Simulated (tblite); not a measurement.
**AlHBr3 (charge +1): geometry relaxation**

- system: AlHBr3, charge +1
- method: GFN2-xTB geometry optimisation, gas phase (tblite 0.8.0)

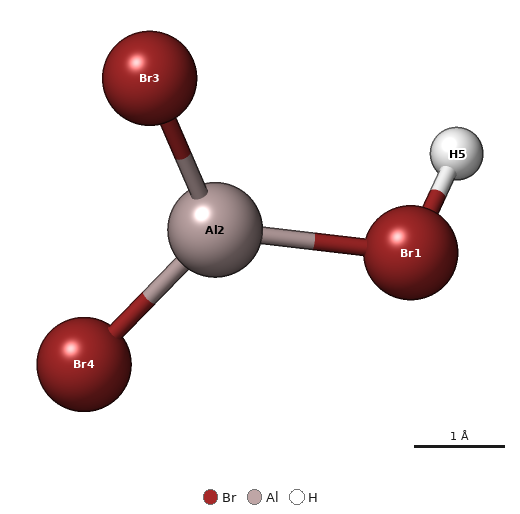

*The structure as given in the input (ball-and-stick view, seen at a tilt; atoms are numbered from 1 in the order of the input). Sticks mark near contacts.*

Bond lengths as drawn: Al–Br 2.20 to 2.24 Å and Br–H 1.52 Å.

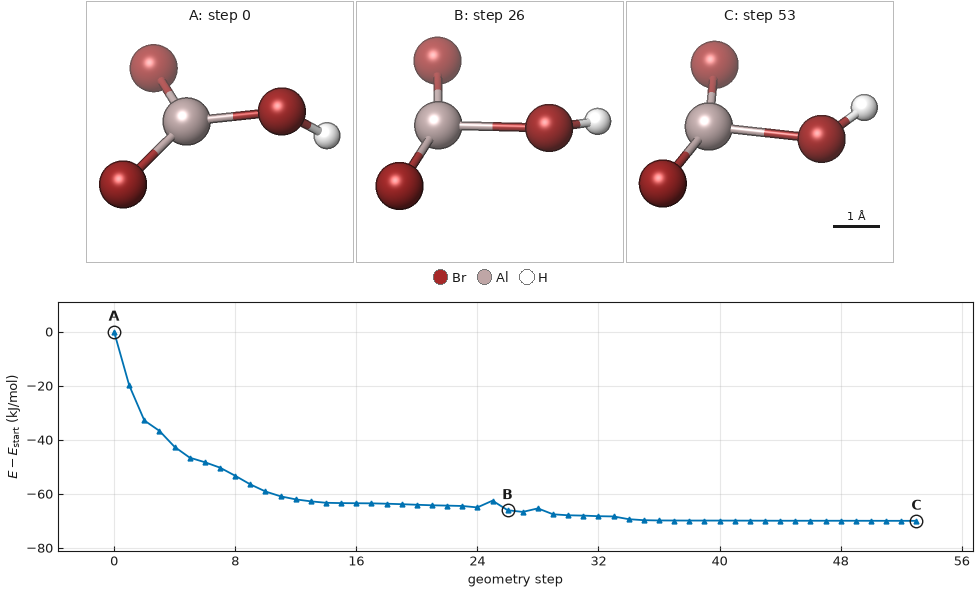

*Frames of the relaxation (ball-and-stick view, seen at a tilt) above the curves, on which the letters mark them (steps are counted from 0).*

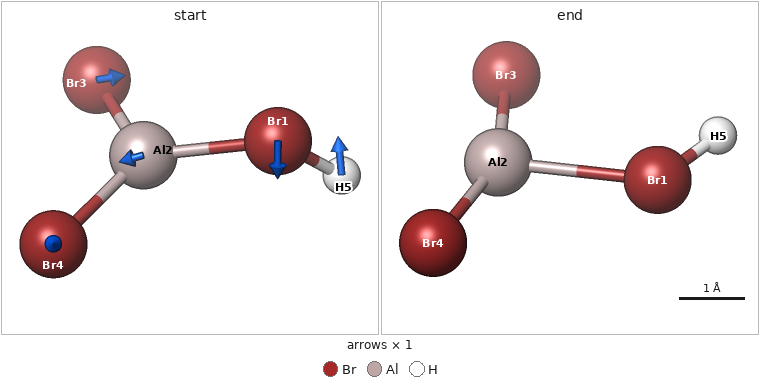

*Before (left) and after (right) the relaxation, at one scale (ball-and-stick view, seen at a tilt). The blue arrows give the displacements, at true length.*

The energy falls by 70.0 kJ/mol in 53 geometry steps. The largest force component goes from 2.8 to 0.001 eV/Å. Br1 moves most after the best rigid fit: 0.64 Å. By element the largest moves are Br 0.64 Å, H 0.62 Å, Al 0.42 Å. Among the contacts that change: Br1–Al2 2.237 → 2.581 Å, Br1–H5 1.519 → 1.412 Å, Al2–Br4 2.232 → 2.214 Å, Al2–Br3 2.204 → 2.219 Å. Among the angles that change: Br3–Al2–Br4 119.2° → 155.9°, Br1–Al2–Br3 121.0° → 101.7°, Br1–Al2–Br4 119.8° → 102.4°. (Atoms are counted from 1 in the order of the input.)

These pictures come from the run below.

## Input file
```
{"job": {"kind": "relax", "xc": "GFN2-xTB", "basis": "xTB"}, "charge": 1, "multiplicity": 1}
Br     1.198400     1.901400     0.013900
Al     0.001400     0.012700    -0.036000
Br    -2.201800     0.065700    -0.038100
Br     1.042800    -1.961300    -0.031400
H      1.040400     2.681800    -1.279600
```

The first line tells a small driver script what to run in tblite; the rest is the geometry in Å.

Command:
```bash
OMP_NUM_THREADS=1 python <driver script> task.json out
```

## Output
```
step      E/eV     max force
  0    -366.49932    2.966
  1    -366.70494    1.622
  2    -366.83961    0.869
  3    -366.87967    0.729
  4    -366.94090    0.682
  5    -366.98229    0.560
  6    -366.99972    0.529
  7    -367.02058    0.583
  8    -367.05152    0.681
  9    -367.08467    0.691
 10    -367.11192    0.557
 11    -367.13048    0.376
 12    -367.14222    0.331
 13    -367.14977    0.300
 14    -367.15527    0.195
 15    -367.15650    0.104
 16    -367.15701    0.085
 17    -367.15746    0.101
 18    -367.15881    0.163
 19    -367.16066    0.217
 20    -367.16284    0.208
 21    -367.16488    0.119
 22    -367.16612    0.127
 23    -367.16754    0.145
 24    -367.17301    0.206
 25    -367.14712    1.132
 26    -367.18375    0.204
 27    -367.19029    0.191
 28    -367.17675    0.996
 29    -367.19943    0.177
 30    -367.20321    0.110
 31    -367.20447    0.366
 32    -367.20670    0.136
 33    -367.20768    0.119
 34    -367.21823    0.138
 35    -367.22203    0.089
 36    -367.22306    0.051
 37    -367.22329    0.064
 38    -367.22345    0.028
 39    -367.22350    0.041
 40    -367.22355    0.046
 41    -367.22365    0.050
 42    -367.22380    0.045
 43    -367.22400    0.035
 44    -367.22414    0.021
 45    -367.22418    0.012
 46    -367.22419    0.015
 47    -367.22420    0.015
 48    -367.22422    0.018
 49    -367.22427    0.021
 50    -367.22436    0.026
 51    -367.22444    0.024
 52    -367.22448    0.010
 53    -367.22449    0.001
```

## Trajectory as extended XYZ (Å, eV, eV/Å), 20 of the 54 frames kept, from step=0 to step=53
```
5
Properties=species:S:1:pos:R:3:forces:R:3 step=0 energy=-366.49932
Br    1.1984    1.9014    0.0139    1.0800   2.4690  -1.0310
Al    0.0014    0.0127   -0.0360   -1.0980  -2.7550   0.0310
Br   -2.2018    0.0657   -0.0381   -0.3440   0.3960  -0.0230
Br    1.0428   -1.9613   -0.0314    0.2190   0.3380   0.0220
H     1.0404    2.6818   -1.2796    0.1430  -0.4470   1.0010
5
Properties=species:S:1:pos:R:3:forces:R:3 step=3 energy=-366.87967
Br    1.2435    2.0044   -0.0324    0.1160  -0.2200   0.4030
Al   -0.0517   -0.0997   -0.0328   -0.2720  -0.2280   0.0370
Br   -2.2386    0.0987   -0.0397   -0.4190   0.4310  -0.0140
Br    1.0811   -1.9702   -0.0296    0.6410  -0.3470   0.0230
H     1.0470    2.6672   -1.2367   -0.0660   0.3640  -0.4500
5
Properties=species:S:1:pos:R:3:forces:R:3 step=6 energy=-366.99972
Br    1.2911    2.0553   -0.0240   -0.2880  -0.4310  -0.1030
Al   -0.1381   -0.2393   -0.0241   -0.1010  -0.2910   0.0150
Br   -2.3232    0.1961   -0.0430    0.3000   0.2590  -0.0010
Br    1.2069   -2.0162   -0.0242    0.0640   0.3960   0.0240
H     1.0446    2.7046   -1.2559    0.0250   0.0670   0.0650
5
Properties=species:S:1:pos:R:3:forces:R:3 step=8 energy=-367.05152
Br    1.2814    2.0261   -0.0275   -0.3750  -0.1850  -0.5380
Al   -0.1957   -0.3429   -0.0176   -0.0940   0.0160  -0.0170
Br   -2.3363    0.2806   -0.0450    0.3260   0.1300   0.0100
Br    1.2863   -1.9986   -0.0184    0.0420   0.2520   0.0310
H     1.0456    2.7352   -1.2628    0.1010  -0.2130   0.5140
5
Properties=species:S:1:pos:R:3:forces:R:3 step=11 energy=-367.13048
Br    1.1941    1.9088   -0.0818   -0.1040  -0.0920  -0.2210
Al   -0.2430   -0.4220   -0.0149    0.1900   0.3170  -0.0690
Br   -2.2890    0.3878   -0.0450   -0.3340   0.1230   0.0150
Br    1.3638   -1.9232   -0.0072    0.2520  -0.2300   0.0480
H     1.0553    2.7489   -1.2224   -0.0040  -0.1180   0.2270
5
Properties=species:S:1:pos:R:3:forces:R:3 step=14 energy=-367.15527
Br    1.1516    1.8480   -0.1123    0.1030  -0.1250   0.1080
Al   -0.2152   -0.3758   -0.0253    0.0190   0.0070  -0.0600
Br   -2.2904    0.4043   -0.0423   -0.0610  -0.0070   0.0120
Br    1.3791   -1.9152    0.0006   -0.0020  -0.0050   0.0440
H     1.0562    2.7392   -1.1921   -0.0590   0.1310  -0.1040
5
Properties=species:S:1:pos:R:3:forces:R:3 step=17 energy=-367.15746
Br    1.1644    1.8489   -0.1060    0.0580   0.0090  -0.0820
Al   -0.2118   -0.3693   -0.0302   -0.0250  -0.0070  -0.0380
Br   -2.2961    0.3964   -0.0414    0.0200  -0.0100   0.0040
Br    1.3735   -1.9200    0.0035   -0.0160   0.0250   0.0350
H     1.0512    2.7444   -1.1972   -0.0380  -0.0160   0.0810
5
Properties=species:S:1:pos:R:3:forces:R:3 step=20 energy=-367.16284
Br    1.2095    1.8167   -0.1300   -0.0110   0.0890  -0.1880
Al   -0.2187   -0.3684   -0.0636    0.0080   0.0100   0.0770
Br   -2.3013    0.3965   -0.0369    0.0180   0.0140  -0.0450
Br    1.3721   -1.9082    0.0325    0.0000  -0.0360  -0.0070
H     1.0196    2.7640   -1.1732   -0.0140  -0.0780   0.1640
5
Properties=species:S:1:pos:R:3:forces:R:3 step=22 energy=-367.16612
Br    1.2288    1.7906   -0.1606    0.0180  -0.0260  -0.0420
Al   -0.2227   -0.3695   -0.0790    0.0280  -0.0010   0.1240
Br   -2.3014    0.4050   -0.0372    0.0190   0.0110  -0.0660
Br    1.3768   -1.8986    0.0507   -0.0190  -0.0580  -0.0240
H     0.9996    2.7729   -1.1452   -0.0460   0.0740   0.0070
5
Properties=species:S:1:pos:R:3:forces:R:3 step=25 energy=-367.14712
Br    1.3813    1.6166   -0.3969   -0.4710   0.9280  -0.4460
Al   -0.2260   -0.3656   -0.1114    0.1350  -0.0330   0.2200
Br   -2.2887    0.4521   -0.0781    0.0760   0.0110  -0.1020
Br    1.3804   -1.8726    0.1610   -0.0920  -0.1830  -0.0410
H     0.8342    2.8699   -0.9458    0.3520  -0.7230   0.3690
5
Properties=species:S:1:pos:R:3:forces:R:3 step=28 energy=-367.17675
Br    1.3972    1.6152   -0.5003   -0.5030   0.8270  -0.2330
Al   -0.2003   -0.3566   -0.0228    0.0120   0.0070  -0.1110
Br   -2.2634    0.4609   -0.1327    0.1330   0.0230   0.0350
Br    1.3598   -1.9178    0.1583   -0.0140  -0.1380   0.0800
H     0.7879    2.8986   -0.8737    0.3710  -0.7190   0.2290
5
Properties=species:S:1:pos:R:3:forces:R:3 step=31 energy=-367.20447
Br    1.3698    1.6444   -0.4778   -0.1990   0.2920  -0.0950
Al   -0.1960   -0.3589   -0.0105    0.0340  -0.0270  -0.1440
Br   -2.2562    0.4579   -0.1322    0.0810   0.0370   0.0490
Br    1.3562   -1.9320    0.1443   -0.0200  -0.0780   0.0870
H     0.8074    2.8890   -0.8952    0.1040  -0.2240   0.1030
5
Properties=species:S:1:pos:R:3:forces:R:3 step=33 energy=-367.20768
Br    1.3578    1.6558   -0.4542   -0.0790   0.0770  -0.0360
Al   -0.1982   -0.3617   -0.0193    0.0390  -0.0280  -0.1090
Br   -2.2583    0.4557   -0.1238    0.0650   0.0360   0.0340
Br    1.3583   -1.9302    0.1396   -0.0220  -0.0730   0.0740
H     0.8216    2.8808   -0.9136   -0.0020  -0.0110   0.0370
5
Properties=species:S:1:pos:R:3:forces:R:3 step=36 energy=-367.22306
Br    1.3394    1.6588   -0.5878    0.0030   0.0140   0.0050
Al   -0.1545   -0.3826   -0.0459    0.0210  -0.0100  -0.0320
Br   -2.1858    0.5032   -0.1442   -0.0130   0.0150   0.0120
Br    1.3302   -2.0058    0.2157   -0.0070   0.0310   0.0070
H     0.7520    2.9268   -0.8092   -0.0040  -0.0500   0.0080
5
Properties=species:S:1:pos:R:3:forces:R:3 step=39 energy=-367.22350
Br    1.3425    1.6574   -0.5770   -0.0010   0.0160  -0.0030
Al   -0.1568   -0.3814   -0.0559   -0.0050   0.0090   0.0000
Br   -2.1910    0.5008   -0.1385    0.0050   0.0110  -0.0030
Br    1.3315   -1.9979    0.2159    0.0070   0.0030  -0.0020
H     0.7550    2.9216   -0.8157   -0.0060  -0.0400   0.0080
5
Properties=species:S:1:pos:R:3:forces:R:3 step=42 energy=-367.22380
Br    1.3468    1.6507   -0.5797   -0.0120   0.0410  -0.0080
Al   -0.1591   -0.3792   -0.0582    0.0190  -0.0100   0.0090
Br   -2.1915    0.5072   -0.1392    0.0010   0.0090  -0.0050
Br    1.3361   -1.9902    0.2167   -0.0120   0.0040  -0.0040
H     0.7489    2.9119   -0.8110    0.0040  -0.0440   0.0080
5
Properties=species:S:1:pos:R:3:forces:R:3 step=45 energy=-367.22418
Br    1.3528    1.6488   -0.6003    0.0030  -0.0040   0.0080
Al   -0.1530   -0.3761   -0.0580    0.0070  -0.0030   0.0020
Br   -2.1815    0.5194   -0.1460    0.0040   0.0050  -0.0010
Br    1.3337   -1.9928    0.2245   -0.0030  -0.0030  -0.0020
H     0.7292    2.9010   -0.7915   -0.0090   0.0050  -0.0060
5
Properties=species:S:1:pos:R:3:forces:R:3 step=47 energy=-367.22420
Br    1.3528    1.6502   -0.6009    0.0050  -0.0100   0.0090
Al   -0.1517   -0.3761   -0.0577   -0.0010   0.0020   0.0000
Br   -2.1804    0.5194   -0.1464    0.0060   0.0050   0.0000
Br    1.3324   -1.9948    0.2248    0.0020  -0.0040  -0.0020
H     0.7281    2.9017   -0.7912   -0.0110   0.0080  -0.0070
5
Properties=species:S:1:pos:R:3:forces:R:3 step=50 energy=-367.22436
Br    1.3549    1.6566   -0.5889    0.0040  -0.0150   0.0070
Al   -0.1466   -0.3759   -0.0564   -0.0210   0.0150  -0.0060
Br   -2.1741    0.5232   -0.1469    0.0100   0.0020   0.0010
Br    1.3282   -2.0028    0.2211    0.0150  -0.0060   0.0010
H     0.7188    2.8993   -0.8001   -0.0080   0.0040  -0.0030
5
Properties=species:S:1:pos:R:3:forces:R:3 step=53 energy=-367.22449
Br    1.3577    1.6569   -0.5753    0.0000  -0.0010   0.0000
Al   -0.1464   -0.3751   -0.0572   -0.0010   0.0010   0.0000
Br   -2.1705    0.5309   -0.1464    0.0000   0.0000   0.0000
Br    1.3303   -2.0022    0.2164    0.0010   0.0000   0.0000
H     0.7101    2.8900   -0.8088    0.0000   0.0010   0.0000
```

## Key numbers

| quantity | value |
| --- | --- |
| outcome | converged |
| total energy | −367.2245 eV |
| hardware | 1 CPU thread, shared host |
| wall time | 1 s |
| peak memory | 0.29 GiB |
